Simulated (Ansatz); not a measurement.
**SVWN5/def2-SVP (core potential) run of SnH2O2 (SMILES [OH][Sn][OH])**

Aim: the vertical ionisation energy of SnH2O2 at SVWN5/def2-SVP (core potential), from 2 runs. 

The results are computed with Ansatz 0.2.0.

45 further runs of the same task are left out: 45 set aside as unsound or not needed.

## (1) The molecule

SnH2O2: 5 atoms, total charge 0, spin state singlet. SMILES: `[OH][Sn][OH]`. The shape is that of a PBE0-D4/def2-TZVP optimisation. This is one conformer, not always the lowest.

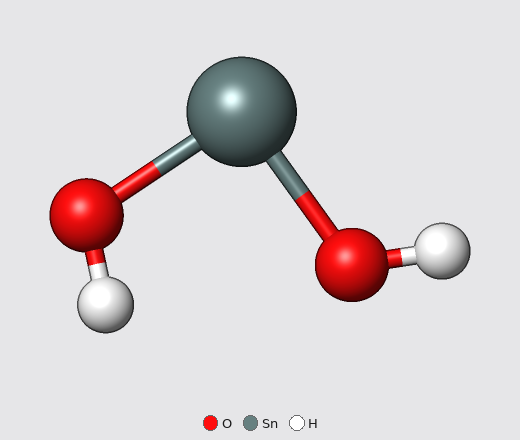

Viewed from a chosen angle; oxygen red, tin teal, hydrogen white.

## (2) A single-point energy at SVWN5/def2-SVP (core potential)

The input, molecule.yaml:

```yaml
basis:
  gaussian:
    orbitals: def2-SVP
crystal:
  periodic: [false, false, false]
  atoms:
    - {symbol: O, position_ang: [-0.984300, 0.177800, -0.613800]}
    - {symbol: Sn, position_ang: [-0.153700, -0.943900, 0.800900]}
    - {symbol: O, position_ang: [1.561800, 0.002900, 0.636100]}
    - {symbol: H, position_ang: [-1.901200, -0.005600, -0.831400]}
    - {symbol: H, position_ang: [1.527200, 0.695100, -0.033300]}
hamiltonian:
  xc: {name: SVWN5}
accuracy: high
output:
  orbitals: {seedname: orbitals}
```

Command:

```sh
$ ansatz run molecule.yaml --threads 1 --pin off --max-ram 3480MiB --events-out events.jsonl --progress --plain --runs-dir runs
```

The program printed:

```text
Warning: RAYON_NUM_THREADS=1 ignored (pool sized by the plan → 1); use --threads N
Functional definition: SVWN5
  name "SVWN5"
  exchange = slater_x
  correlation = vwn5_c
1456 factors; integrals over basis functions are off by at most 3.2e-9 eV
mean field evaluation 1: about -9904.5169 eV, gradient 8.4e1 eV
mean field evaluation 2: about -9779.4545 eV, gradient 2.2e2 eV
mean field evaluation 4: about -9914.1145 eV, gradient 4.1e1 eV
mean field evaluation 8: about -9917.6064 eV, gradient 5.7e-1 eV
mean field evaluation 16: about -9917.6024 eV, gradient 3.7e-5 eV
mean field -9917.60238949 eV, -364.4651654214 hartree, gradient 4.9e-8 eV, S^2 0.000000; 0 other end points of the search recorded, 0 dependent functions left out
reference -9917.60239231 eV, -364.4651655251 hartree; 20, 20 occupied and 44, 44 virtual orbitals, 1456 factors
Total energy: -9917.60239231 eV, -364.4651655251 hartree
```

Wall time 3.9 s (1 thread of Arm Neoverse V1, shared host); peak memory 0.15 GiB.

## (3) The doublet cation, same level

The input, input.yaml:

```yaml
crystal:
  periodic: [false, false, false]
  atoms:
    - {symbol: O, position_ang: [-0.984300, 0.177800, -0.613800]}
    - {symbol: Sn, position_ang: [-0.153700, -0.943900, 0.800900]}
    - {symbol: O, position_ang: [1.561800, 0.002900, 0.636100]}
    - {symbol: H, position_ang: [-1.901200, -0.005600, -0.831400]}
    - {symbol: H, position_ang: [1.527200, 0.695100, -0.033300]}
basis:
  gaussian:
    orbitals: def2-SVP
magnetization:
  spin_polarized: true
  initial_magnetization: 1
hamiltonian:
  xc: {name: SVWN5}
accuracy: high
total_charge: 1
output: {orbitals: {seedname: orbitals}}
```

Command:

```sh
$ ansatz run input.yaml --threads 1 --pin off --max-ram 3480MiB --events-out events.jsonl --progress --plain --runs-dir runs
```

The program printed:

```text
Warning: RAYON_NUM_THREADS=1 ignored (pool sized by the plan → 1); use --threads N
[... 4 set-up lines as earlier in the session ...]
1456 factors; integrals over basis functions are off by at most 3.2e-9 eV
mean field evaluation 1: about -9873.8560 eV, gradient 9.1e1 eV
mean field evaluation 2: about -9561.2606 eV, gradient 2.1e2 eV
mean field evaluation 4: about -9898.2567 eV, gradient 3.9e1 eV
mean field evaluation 8: about -9907.9766 eV, gradient 9.7e-1 eV
mean field evaluation 16: about -9907.9771 eV, gradient 1.2e-3 eV
mean field evaluation 32: about -9907.9465 eV, gradient 1.7e0 eV
mean field -9907.97711304 eV, -364.1114430363 hartree, gradient 9.7e-8 eV, S^2 0.751848; 5 other end points of the search recorded, 0 dependent functions left out
reference -9907.97711594 eV, -364.1114431428 hartree; 20, 19 occupied and 44, 45 virtual orbitals, 1456 factors
Total energy: -9907.97711594 eV, -364.1114431428 hartree
```

Wall time 4.8 s (1 thread of Arm Neoverse V1, shared host); peak memory 0.18 GiB.

## (4) Summary of results

Level: SVWN5/def2-SVP (core potential).

```
                                          quantity          value
                      singlet SnH2O2: total energy  -364.46517 Eh
                       singlet SnH2O2: HOMO energy       -6.24 eV
                       singlet SnH2O2: LUMO energy       -2.55 eV
                     singlet SnH2O2: HOMO–LUMO gap        3.68 eV
                      doublet cation: total energy  -364.11144 Eh
doublet cation: HOMO energy (highest over α and β)      -13.36 eV
 doublet cation: LUMO energy (lowest over α and β)      -13.05 eV
                              doublet cation: ⟨S²⟩          0.752
vertical ionisation energy (to the doublet cation)       9.625 eV
```

**Reading.** Removing an electron at fixed nuclei costs 9.63 eV (929 kJ/mol). −ε(HOMO) before ionisation, 6.24 eV, is 3.39 eV below this ionisation energy.
